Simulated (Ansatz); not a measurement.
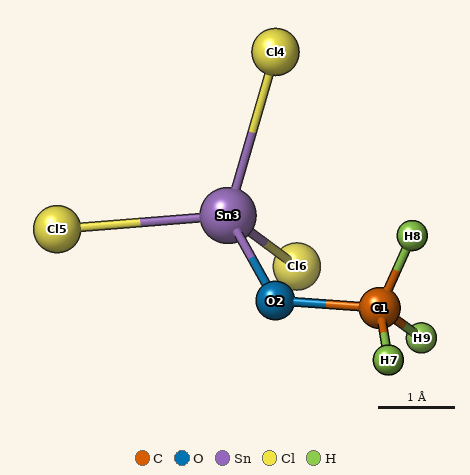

Fig. 1: The structure (ball-and-stick view, seen at a tilt; atoms are numbered from 1 in the order of the input). Sticks mark near contacts. Bond lengths as drawn: Cl–Sn 2.28 to 2.30 Å, C–H 1.09 to 1.10 Å, C–O 1.42 Å and O–Sn 1.93 Å.

## Single-point calculation, with input and output: CH$_{3}$Cl$_{3}$OSn

- system: CH$_{3}$Cl$_{3}$OSn, SMILES C[O][Sn]([Cl])([Cl])[Cl]
- method: RKS wB97X-V/def2-TZVPP (Ansatz 0.2.0)

The geometry comes from this level: PBE0-D4/def2-TZVP.

Output
```
Functional definition: wB97X-V
  name "wB97X-V"
  cite "Mardirossian & Head-Gordon, Phys. Chem. Chem. Phys. 16, 9904 (2014) doi:10.1039/C3CP54374A"
  cite "Becke, J. Chem. Phys. 107, 8554 (1997) doi:10.1063/1.475007"
  cite "Vydrov & Van Voorhis, J. Chem. Phys. 133, 244103 (2010) doi:10.1063/1.3521275"
  parameter omega = 0.3/bohr
  parameter cx = 0.167
  parameter cx1 = 0.603
  parameter cx2 = 1.194
  parameter css0 = 0.556
  parameter css1 = -0.257
  parameter cos0 = 1.219
  parameter cos1 = -1.850
  parameter b = 6.0
  parameter c = 0.01
  exchange = spin_sum(e_x_unif_sr(omega)*poly(b97_u_x, 1 - cx, cx1, cx2)) + cx*exact_x_sr(omega) + exact_x_lr(omega)
  correlation = spin_sum(e_c_pw_same_spin*poly(b97_u_same, css0, css1))
      + integral(e_c_pw_opposite_spin*poly(b97_u_opposite, cos0, cos1)) + vv10(b, c)
1870 factors; their error is unknown
332 factors; integrals over basis functions are off by at most 2.3e-5 eV
mean field evaluation 1: about -46527.0598 eV, gradient 4.9e1 eV
mean field evaluation 2: about -46525.3542 eV, gradient 6.2e1 eV
mean field evaluation 4: about -46531.6987 eV, gradient 2.7e0 eV
mean field evaluation 8: about -46531.7251 eV, gradient 3.7e-2 eV
mean field evaluation 16: about -46531.8214 eV, gradient 1.1e-4 eV
mean field -46531.82140903 eV, -1710.0128963804 hartree, gradient 1.8e-5 eV, S^2 0.000000; 0 other end points of the search recorded, 0 dependent functions left out
reference -46531.82140674 eV, -1710.0128962964 hartree; 45, 45 occupied and 235, 235 virtual orbitals, 1870 factors
Total energy: -46531.82140674 eV, -1710.0128962964 hartree
```

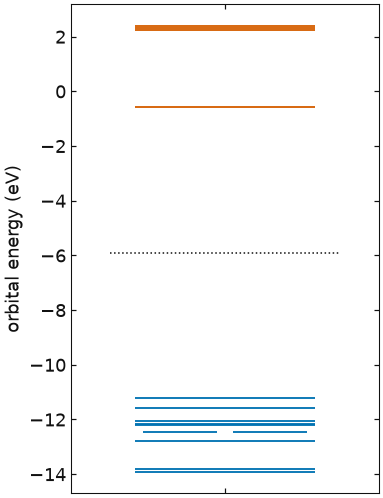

Fig. 2: Orbital energies near the frontier; the dotted line parts filled from empty levels, and levels within 0.02 eV of each other stand side by side. Highest filled −11.23 eV, lowest empty −0.59 eV, 10.64 eV apart.

The run was set up as follows.

Input file
```yaml
crystal:
  periodic: [false, false, false]
  atoms:
    - {symbol: C, position_ang: [0.274995, -1.227858, 0.899769]}
    - {symbol: O, position_ang: [0.907154, -0.380183, -0.044584]}
    - {symbol: Sn, position_ang: [-0.080232, 1.069564, -0.850918]}
    - {symbol: Cl, position_ang: [-1.893427, 0.246066, -1.997338]}
    - {symbol: Cl, position_ang: [1.346125, 2.149829, -2.267633]}
    - {symbol: Cl, position_ang: [-0.844911, 2.498022, 0.778567]}
    - {symbol: H, position_ang: [1.020623, -1.958492, 1.219208]}
    - {symbol: H, position_ang: [-0.573182, -1.766990, 0.464140]}
    - {symbol: H, position_ang: [-0.068544, -0.676258, 1.781589]}
basis:
  gaussian: {orbitals: def2-TZVPP}
hamiltonian: {xc: {name: wB97X-V}}
output: {orbitals: {seedname: orbitals}}
```

Launch command:
```bash
ansatz run in.yaml --threads 4 --pin off --events-out ev --progress --plain --max-ram 11315MiB
```

Summary

| quantity | value |
| --- | --- |
| outcome | converged |
| total energy | −46531.8214 eV |
| SCF solution under orbital rotations | stable |
| HOMO | −11.23 eV |
| LUMO | −0.59 eV |
| hardware | 4 threads of Arm Neoverse V1, 23 GiB of memory available, shared host |
| wall time | 15 s (CPU time 55 s) |
| peak memory | 1.3 GiB |
